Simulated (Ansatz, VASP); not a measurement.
# Cross-check of GaN between VASP and Ansatz, part 2 of 2

One calculation is typed for both programs; each brings its own data sets. How far apart do they land?  Valence electrons are named where the data sets of a main pair hold unlike numbers.

VASP 6.6.1 and Ansatz 0.2.0.

So far. Step 2 (VASP: band structure, PBE, spin-orbit coupling): The run ends at a pressure of 3.49 GPa.

**3. Ansatz: band structure, PBE, spin-orbit coupling**

Level of this step: Ansatz beside VASP: Kohn-Sham DFT, plane waves, PBE, spin-orbit coupling (Ansatz).

Ansatz runs on its fully relativistic PAW (standard-fr) files.

The same cell, functional, mesh and smearing now go to Ansatz, which takes its cutoff from its data sets.

input.yaml reads:

```yaml
crystal:
  lattice:
    - [0.0, 2.2535006075, 2.2535006075]
    - [2.2535006075, 0.0, 2.2535006075]
    - [2.2535006075, 2.2535006075, 0.0]
  atoms:
    - { symbol: Ga, position: [0.0, 0.0, 0.0] }
    - { symbol: "N", position: [0.75, 0.75, 0.75] }
hamiltonian:
  xc: pbe
  pseudopotentials: { kind: paw_fr }
magnetization:
  noncollinear: true
  spin_orbit: true
kpoints:
  mp_grid: { grid: [6, 6, 6] }
  band_path:
    path:
      - [0.0, 0.0, 0.0]
      - [0.18182, 0.0, 0.18182]
      - [0.36364, 0.0, 0.36364]
      - [0.5, 0.0, 0.5]
      - [0.5, 0.09091, 0.59091]
      - [0.5, 0.18182, 0.68182]
      - [0.5, 0.25, 0.75]
      - [0.45455, 0.29545, 0.75]
      - [0.40909, 0.34091, 0.75]
      - [0.375, 0.375, 0.75]
      - [0.20455, 0.20455, 0.40909]
      - [0.06818, 0.06818, 0.13636]
      - [0.04545, 0.04545, 0.04545]
      - [0.22727, 0.22727, 0.22727]
      - [0.40909, 0.40909, 0.40909]
      - [0.51136, 0.47727, 0.51136]
      - [0.55682, 0.38636, 0.55682]
      - [0.60227, 0.29545, 0.60227]
      - [0.61364, 0.25, 0.63636]
      - [0.56818, 0.25, 0.68182]
      - [0.51136, 0.25, 0.73864]
      - [0.5, 0.29545, 0.70455]
      - [0.5, 0.38636, 0.61364]
      - [0.5, 0.47727, 0.52273]
      - [0.47727, 0.47727, 0.54545]
      - [0.43182, 0.43182, 0.63636]
      - [0.38636, 0.38636, 0.72727]
      - [0.60227, 0.20455, 0.60227]
      - [0.55682, 0.11364, 0.55682]
      - [0.5, 0.0, 0.5]
    npoints: 1
scf:
  occupations: { method: gaussian, width: 0.01 }
  n_extra_bands: 14
output:
  forces: true
  stress: true
  eigenvalues: true
  write_density: true
  write_potential: true
  elf: true
  volumetric_format: npy
```

The run is started by

```
$ ansatz run input.yaml --threads 2 --pin off --max-ram 4608MiB --backend cpu --events-out ev --progress --plain --runs-dir out
```

Numbers of over 12 decimals in the logs are rounded to 6 here.

The log of the run:

```text
scf.n_extra_bands = 14 over 18 filled bands (N_el = 18.0): the run solves 32 bands
Engine: ansatz 0.2.0, aarch64-unknown-linux-gnu
Pseudopotentials: kind: paw_fr
Pseudopotential: Ga, paw_fr, valence charge 13, recommended cutoff 420 eV (normal), Ga.paw.azcp#standard-fr
Pseudopotential: N, paw_fr, valence charge 5, recommended cutoff 420 eV (normal), N.paw.azcp#standard-fr
Functional definition: PBE
  parameter kappa = 0.804
  parameter beta = 0.066725
  exchange = pbe_x(kappa = kappa, mu = beta*pi^2/3)
  correlation = pbe_c(beta = beta)
non-collinear run that drives no moment, with spin-orbit: no starting moment large enough to seed its density (crystal.atoms[].spin), no starting occupations that ask for one, no magnetisation constraint and no magnetic field, so the semilocal B_xc is pinned to zero
Crystal: 2 atoms, lattice volume = 22.888 Å³
Basis set: ecut = 420 eV, 459 PW (Γ), exchange–correlation on 48×48×48 points (8 copies of the dense FFT grid, shifted against one another)
Bands: 32, of which v1, the nominal top of the filled ones, is band 18 counted from 1 (17 counted from 0)
Symmetry: 24 space group operations + 24 with time reversal
Magnetic group: BNS 216.75 (UNI 1577), of the structure as read, at distance tolerance 2.8e-5 Å
k-points: 16 of 216 (time reversal used)
Projection manifold: j_resolved (fully-relativistic pseudo-atomic orbitals)
Non-local potential: Ga, projectors of the file, l = 0: 2, l = 1: 4, l = 2: 6, l = 3: 2
Non-local potential: N, projectors of the file, l = 0: 2, l = 1: 4, l = 2: 2
PAW form: soft (Blöchl's): semilocal exchange-correlation on the pseudo side does not see the compensation charge
PAW one-centre angular grid: Ga, 590 points (default); XC on 64 Gauss nodes
PAW one-centre angular grid: N, 110 points (default); XC on 64 Gauss nodes
Initial density: superposition of atomic densities (chi_scale 0.1, normalization cell, long waves kept (reshape's long-wave potential 0.00 eV rms))
Initial wavefunctions: pseudopotential atomic-orbital guess
Functional: x = pbe(κ = 0.804, μ = 0.219515), c = pbe(β = 0.066725)
SCF iter   1: F=—  HF=-4168.637839 eV  |F-HF|=—  |Δ(HF+E_count)|=         —  Δρ=1.04e-1  dr2=2.41e0  dr2_m=0.00e0 (ungated)  ethr=3.10e-3  |M|=0.00e0 ∫|m|=0.00e0 μB  |m|>n=0.0e0 m-floor=0.0e0 τ_xc=0.0e0  β_m=0.30  ⟨swp⟩=5.9  Hψ=3076  notcnv=0  defer=33
preconditioner: auto → none  [insulator: Δε(μ)=2.543 eV  Ē_g=23.349 eV  σ=0.010 eV  W_gap=1.00  n_scr=8 (ndim 8)  ℏωp=32.9 eV  f_vac=0.000  D(μ)=0.00/eV (n_scr^D=0)  ε∞_Penn≈3.0]
SCF iter   2: F=—  HF=-4168.013721 eV  |F-HF|=—  |Δ(HF+E_count)|=   6.24e-1  Δρ=4.59e-2  dr2=2.48e-1  dr2_m=0.00e0 (ungated)  ethr=3.10e-3  |M|=0.00e0 ∫|m|=0.00e0 μB  |m|>n=0.0e0 m-floor=0.0e0 τ_xc=0.0e0  β_m=0.35  ⟨swp⟩=2.1  Hψ=841  notcnv=0  defer=122
SCF iter   3: F=—  HF=-4167.977612 eV  |F-HF|=—  |Δ(HF+E_count)|=   3.61e-2  Δρ=2.37e-2  dr2=5.52e-2  dr2_m=0.00e0 (ungated)  ethr=1.38e-3  |M|=0.00e0 ∫|m|=0.00e0 μB  |m|>n=0.0e0 m-floor=0.0e0 τ_xc=0.0e0  β_m=0.53  ⟨swp⟩=2.2  Hψ=501  notcnv=0  defer=122
SCF iter   4: F=—  HF=-4167.974817 eV  |F-HF|=—  |Δ(HF+E_count)|=   2.79e-3  Δρ=4.17e-3  dr2=1.88e-3  dr2_m=0.00e0 (ungated)  ethr=3.07e-4  |M|=0.00e0 ∫|m|=0.00e0 μB  |m|>n=0.0e0 m-floor=0.0e0 τ_xc=0.0e0  β_m=0.48  ⟨swp⟩=2.8  Hψ=675  notcnv=0  defer=122
SCF iter   5: F=—  HF=-4167.974184 eV  |F-HF|=—  |Δ(HF+E_count)|=   6.34e-4  Δρ=6.99e-4  dr2=4.54e-5  dr2_m=0.00e0 (ungated)  ethr=1.05e-5  |M|=0.00e0 ∫|m|=0.00e0 μB  |m|>n=0.0e0 m-floor=0.0e0 τ_xc=0.0e0  β_m=0.74  ⟨swp⟩=2.0  Hψ=770  notcnv=0  defer=122
SCF iter   6: F=—  HF=-4167.974237 eV  |F-HF|=—  |Δ(HF+E_count)|=   5.34e-5  Δρ=6.41e-5  dr2=3.04e-7  dr2_m=0.00e0 (ungated)  ethr=2.52e-7  |M|=0.00e0 ∫|m|=0.00e0 μB  |m|>n=0.0e0 m-floor=0.0e0 τ_xc=0.0e0  β_m=0.78  ⟨swp⟩=2.0  Hψ=709  notcnv=0  defer=122
SCF iter   7: F=-4167.974237 eV  HF=-4167.974237 eV  |F-HF|=7.57e-9  |Δ(HF+E_count)|=   2.64e-7  Δρ=8.01e-6  dr2=5.21e-9  dr2_m=0.00e0 (ungated)  ethr=5.56e-10  |M|=0.00e0 ∫|m|=0.00e0 μB  |m|>n=0.0e0 m-floor=0.0e0 τ_xc=0.0e0  ⟨swp⟩=12.6  Hψ=3684  notcnv=0
SCF 1 converged in 7 iterations: F = -4167.974237 eV  dr2 = 5.21e-9
  greatest PAW one-centre occupation: 0.995 electrons in one spin orbital (limit 2), on the Ga atom at site 0 (counted from 0), in its partial waves of l = 2
NSCF: frozen V_eff on 30 k-points
SCF converged after 7 iterations
Magnetization: |M| = 0.0000 μB,  M = (+0.0000, +0.0000, +0.0000) μB
Absolute magnetization: 0.0000 μB (∫|m|)
  site 0: m = (+0.0000, +0.0000, +0.0000) μB, |m| = 0.0000 μB  (R = 0.81 Å)
  site 1: m = (+0.0000, +0.0000, +0.0000) μB, |m| = 0.0000 μB  (R = 0.81 Å)
Free energy (F): -4167.974237 eV
Harris-Foulkes:  -4167.974237 eV  (|F-HF|=7.57e-9)
Internal energy: -4167.974237 eV  (E = F + TS)
E sigma→0 (E₀):  -4167.974237 eV
Fermi energy:    10.514076 eV
--- Per-component energies (eV) ---
  E_band       = -5.608617
  E_kinetic    = 247.171522
  E_local      = -1949.919465  (includes V_loc(G=0)·N_el)
  E_nonlocal   = 474.433782
  E_hartree    = 897.121138
  E_xc         = -128.819879
  E_vxc        = -134.160512  (∫ρ·V_xc dr)
  E_paw        = -2120.526521  (= ΣΔE_a)
  E_vpaw       = -437.376746  (= ΣTr[D̂ρ^β])
  E_aug_tail   = 0.000138  (compensation charges beyond the density's cutoff)
  E_ewald      = -1587.434954
  E_smearing   = -0.000000  (= −TS)
  E_closure    = 0.000000  (closes the sum)
  Σ components = -4167.974237   (vs F -4167.974237, Δ=0.00e0)
--- Forces (eV/Å), atoms counted from 1 ---
  atom   1  Ga    -0.00000000     0.00000000     0.00000000
  atom   2  N      0.00000000     0.00000000     0.00000000
  max |Σ_I F_I| component: 1.85e-17 eV/Å
--- Stress (GPa, compression-positive) ---
        4.966373      -0.000000      -0.000000
       -0.000000       4.966373       0.000000
        0.000000       0.000000       4.966373
  P = ⅓ Tr σ = 4.9664 GPa (49.664 kbar)
--- Band table (eV; the first three rows and the last of 16) ---
  k-point 0: bands = [... 14 lower, 9.6585, 9.6585, 9.6585, 9.6585, 11.3696, 11.3696, 19.7424, 19.7424, ... 10 higher]
  k-point 1: bands = [... 14 lower, 9.3766, 9.3766, 9.3854, 9.3952, 12.9809, 12.9809, 18.9064, 18.9064, ... 10 higher]
  k-point 2: bands = [... 14 lower, 8.8914, 8.8914, 8.9091, 8.9185, 14.1142, 14.1142, 18.2900, 18.2900, ... 10 higher]
  k-point 15: bands = [... 14 lower, 6.1747, 6.2204, 6.2500, 6.2526, 14.9431, 14.9568, 17.5585, 17.5636, ... 10 higher]
```

Wall time 5.9 s (2 threads of Arm Neoverse N1, shared host); peak memory 0.34 GiB.

Reading the cycles: dr2 is the Hartree energy of the density residual (eV), the measure of convergence; HF is the Harris–Foulkes estimate of the energy, which meets the free energy F at convergence.

**4. Side by side**

Known differences besides the potentials themselves: spin-orbit coupling enters by fully relativistic files in Ansatz and inside the spheres in VASP; the cutoff is 420 eV in Ansatz and 450 eV in VASP. Total energies have different zeros and are not compared.

Compared:

| quantity | Ansatz | VASP | difference |
| --- | --- | --- | --- |
| gap over the path points (eV) | 1.711 | 1.721 | -0.010 |

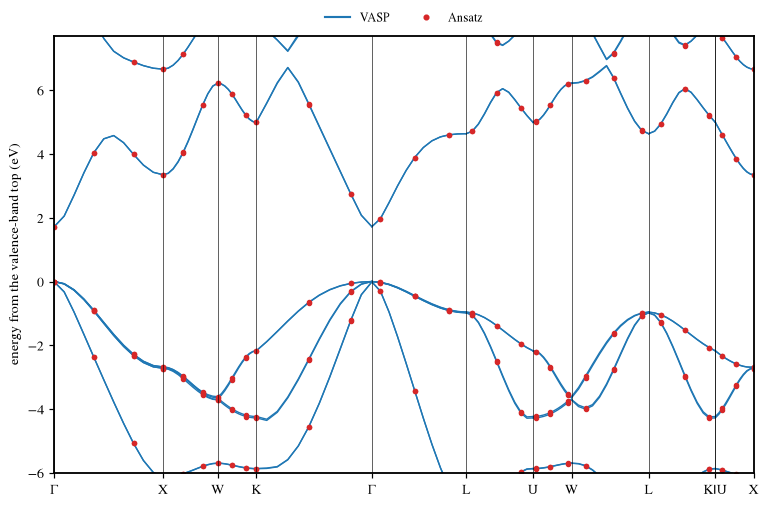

Bands from VASP (lines) and levels from Ansatz (dots). Dots without a line are higher empty bands that the VASP plot leaves out.

Levels at points of the path, from each program's valence-band top (eV; 6 filled, then empty):

| k (reciprocal lattice) | Ansatz | VASP |
| --- | --- | --- |
| 0.000 0.000 0.000 | -0.01 -0.01 0.00 0.00 0.00 0.00 1.71 1.71 10.08 10.08 | -0.01 -0.01 0.00 0.00 0.00 0.00 1.72 1.72 10.07 10.07 |
| 0.182 0.000 0.182 | -2.38 -2.38 -0.93 -0.93 -0.91 -0.91 4.03 4.03 8.23 8.23 | -2.38 -2.38 -0.93 -0.93 -0.90 -0.90 4.04 4.04 8.22 8.22 |
| 0.364 0.000 0.364 | -5.08 -5.08 -2.33 -2.33 -2.29 -2.29 3.99 3.99 6.88 6.88 | -5.07 -5.07 -2.32 -2.32 -2.28 -2.28 3.99 3.99 6.88 6.88 |
| 0.500 0.000 0.500 | -6.13 -6.13 -2.73 -2.73 -2.69 -2.69 3.35 3.35 6.66 6.66 | -6.13 -6.13 -2.72 -2.72 -2.68 -2.68 3.35 3.35 6.66 6.66 |
| 0.500 0.091 0.591 | -6.03 -6.03 -3.05 -3.00 -2.98 -2.97 4.03 4.05 7.12 7.12 | -6.03 -6.02 -3.04 -3.00 -2.98 -2.96 4.03 4.05 7.12 7.13 |
| 0.500 0.182 0.682 | -5.80 -5.79 -3.55 -3.52 -3.48 -3.47 5.54 5.55 8.04 8.05 | -5.80 -5.79 -3.55 -3.52 -3.48 -3.47 5.54 5.55 8.04 8.05 |
| 0.500 0.250 0.750 | -5.70 -5.70 -3.72 -3.70 -3.65 -3.61 6.21 6.22 8.37 8.38 | -5.70 -5.70 -3.71 -3.70 -3.65 -3.61 6.21 6.22 8.38 8.39 |
| 0.455 0.295 0.750 | -5.76 -5.76 -4.04 -3.99 -3.08 -3.04 5.88 5.89 8.14 8.15 | -5.76 -5.75 -4.03 -3.99 -3.08 -3.04 5.88 5.89 8.15 8.15 |
| 0.409 0.341 0.750 | -5.85 -5.84 -4.23 -4.19 -2.39 -2.37 5.21 5.22 7.91 7.91 | -5.85 -5.84 -4.23 -4.19 -2.39 -2.37 5.21 5.22 7.91 7.91 |
| 0.375 0.375 0.750 | -5.87 -5.87 -4.28 -4.23 -2.18 -2.17 4.99 4.99 7.86 7.86 | -5.87 -5.86 -4.28 -4.23 -2.18 -2.17 4.99 4.99 7.86 7.86 |

Among the levels compared at these points, filled levels agree within 8 meV and empty ones within 13 meV. Not compared: the pressure (VASP's GW data sets at this cutoff don't carry it).

**5. Other set-ups**

Further runs change the set-up of one program: Ansatz's method, potentials or start, or VASP's data sets, cutoff or form of LDA. The table gives that difference for each run.

| run | gap over the path points (eV) |
| --- | --- |
| as above | -0.0097 |
| Ansatz's larger PAW set (cutoff 1300 eV) | 0.0072 |
| norm-conserving potentials (cutoff 1143 eV) | 0.032 |

**6. Results**

```yaml
largest_difference_of_a_filled_level_at_the_path_points_band_structure_pbe_spin_orbit_coupling: 7.8 meV
```

In words: The largest difference of a filled level at the path points is 7.8 meV (band structure, PBE, spin-orbit coupling), within the 80 meV picked in this series as the mark of a large difference. Band structure, PBE, spin-orbit coupling, Ansatz's larger PAW set (cutoff 1300 eV): the difference in gap over the path points goes from -0.0097 to 0.0072 eV. Band structure, PBE, spin-orbit coupling, norm-conserving potentials (cutoff 1143 eV): the difference in gap over the path points goes from -0.0097 to 0.032 eV. 3 further runs of this series are not shown here. Such differences can come from data sets, numerical settings and the points named under the comparisons, not from the functional's error against experiment.

[Lines on the potential files, build, host, timing and source positions are cut from VASP's logs without a mark.]

[Logs are printed without paths, hosts, clocks, repeated set-up lines and the standing remarks that a program may print on its own settings, such as how far it seeks lower states.]

[Hosts, paths, dates, database ids (printed as entryN), source tags and the programs' standing remarks are cut or masked in the printed files.]
